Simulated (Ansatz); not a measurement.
**H3O+ (SMILES [OH3+]): HSE06/6-31G**

What is the energy change on altering one bond length of H3O+ at HSE06/6-31G? 

The calculation is run with Ansatz 0.2.0.

## (1) Starting point

H3O+ has 4 atoms, charge +1, and is taken as a singlet. SMILES: `[OH3+]`. The shape is that of a PBE0-D4/def2-TZVP optimisation.

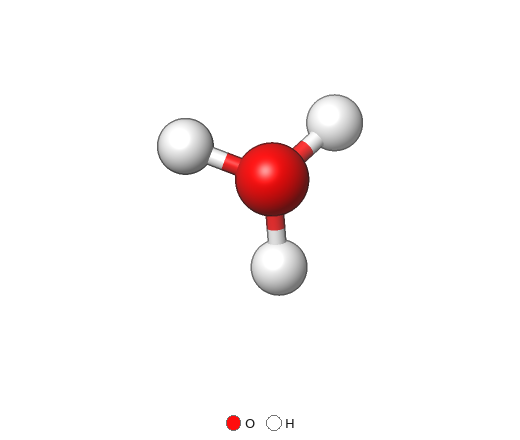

The structure, seen from a chosen angle (oxygen red, hydrogen white).

## (2) The energy at HSE06/6-31G

molecule.yaml reads:

```yaml
crystal:
  periodic: [false, false, false]
  atoms:
    - {symbol: O, position_ang: [0.181970, -0.056700, -0.052760]}
    - {symbol: H, position_ang: [0.219060, 0.918440, 0.015140]}
    - {symbol: H, position_ang: [-0.408890, -0.368290, -0.767380]}
    - {symbol: H, position_ang: [0.007860, -0.493450, 0.805020]}
basis:
  gaussian:
    orbitals: 6-31G
total_charge: 1
hamiltonian:
  xc: {name: HSE06}
accuracy: high
```

Command:

```console
$ ansatz run molecule.yaml --threads 1 --pin off --max-ram 3480MiB --events-out events.jsonl --progress --plain --runs-dir runs
```

The log of the run:

```text
Warning: RAYON_NUM_THREADS=1 ignored (pool sized by the plan → 1); use --threads N
Functional definition: HSE06
  name "HSE06"
  parameter a = 0.25
  parameter omega = 0.11/bohr
  exchange = pbe_x - a*pbe_x_sr(omega) + a*exact_x_sr(omega)
  correlation = pbe_c
282 factors; integrals over basis functions are off by at most 3.3e-9 eV
52 factors; integrals over basis functions are off by at most 2.8e-10 eV
mean field evaluation 1: about -2071.6742 eV, gradient 8.5e1 eV
mean field evaluation 2: about -2063.2486 eV, gradient 1.1e2 eV
mean field evaluation 4: about -2084.0109 eV, gradient 8.0e-2 eV
mean field evaluation 8: about -2083.9983 eV, gradient 1.3e-3 eV
mean field evaluation 16: about -2083.9983 eV, gradient 2.2e-9 eV
mean field -2083.99830149 eV, -76.5855249951 hartree, gradient 4.2e-9 eV, S^2 0.000000; 0 other end points of the search recorded, 0 dependent functions left out
reference -2083.99830272 eV, -76.5855250403 hartree; 5, 5 occupied and 10, 10 virtual orbitals, 282 factors
Total energy: -2083.99830272 eV, -76.5855250403 hartree
```

It took 0.54 s on 1 thread of Arm Neoverse V2, shared host.

## (3) The distorted shape at the same level

input.yaml reads:

```yaml
basis:
  gaussian: {orbitals: 6-31G}
crystal:
  periodic: [false, false, false]
  atoms:
    - {symbol: O, position_ang: [0.225491, 0.052472, -0.267175]}
    - {symbol: H, position_ang: [0.262581, 1.027612, -0.199275]}
    - {symbol: H, position_ang: [-0.365369, -0.259118, -0.981795]}
    - {symbol: H, position_ang: [0.007860, -0.493450, 0.805020]}
total_charge: 1
hamiltonian: {xc: {name: HSE06}}
accuracy: high
```

Command:

```console
$ ansatz run input.yaml --threads 1 --pin off --max-ram 3480MiB --events-out events.jsonl --progress --plain --runs-dir runs
```

The log of the run:

```text
Warning: RAYON_NUM_THREADS=1 ignored (pool sized by the plan → 1); use --threads N
Functional definition: HSE06
  name "HSE06"
  parameter a = 0.25
  parameter omega = 0.11/bohr
  exchange = pbe_x - a*pbe_x_sr(omega) + a*exact_x_sr(omega)
  correlation = pbe_c
283 factors; integrals over basis functions are off by at most 3.6e-9 eV
53 factors; integrals over basis functions are off by at most 3.3e-10 eV
mean field evaluation 1: about -2069.3879 eV, gradient 8.8e1 eV
mean field evaluation 2: about -2053.0738 eV, gradient 1.2e2 eV
mean field evaluation 4: about -2083.2351 eV, gradient 4.2e-1 eV
mean field evaluation 8: about -2083.2251 eV, gradient 3.3e-3 eV
mean field evaluation 16: about -2083.2251 eV, gradient 4.3e-7 eV
mean field -2083.22511631 eV, -76.5571109636 hartree, gradient 1.8e-8 eV, S^2 0.000000; 0 other end points of the search recorded, 0 dependent functions left out
reference -2083.22511767 eV, -76.5571110136 hartree; 5, 5 occupied and 10, 10 virtual orbitals, 283 factors
Total energy: -2083.22511767 eV, -76.5571110136 hartree
```

Run time: 0.56 s. Hardware: 1 thread of Arm Neoverse V2, shared host.

## (4) Results

At HSE06/6-31G:

| quantity | value |
| --- | --- |
| first shape: total energy | -76.58553 Eh |
| distorted shape: total energy | -76.55711 Eh |
| energy change with the O1–H4 bond stretched from 0.978 to 1.223 Å | 0.773 eV |

With the O1–H4 bond stretched from 0.978 to 1.223 Å the energy rises by 0.77 eV (74.6 kJ/mol). The first shape isn't relaxed at this level, so the change isn't measured from a minimum.
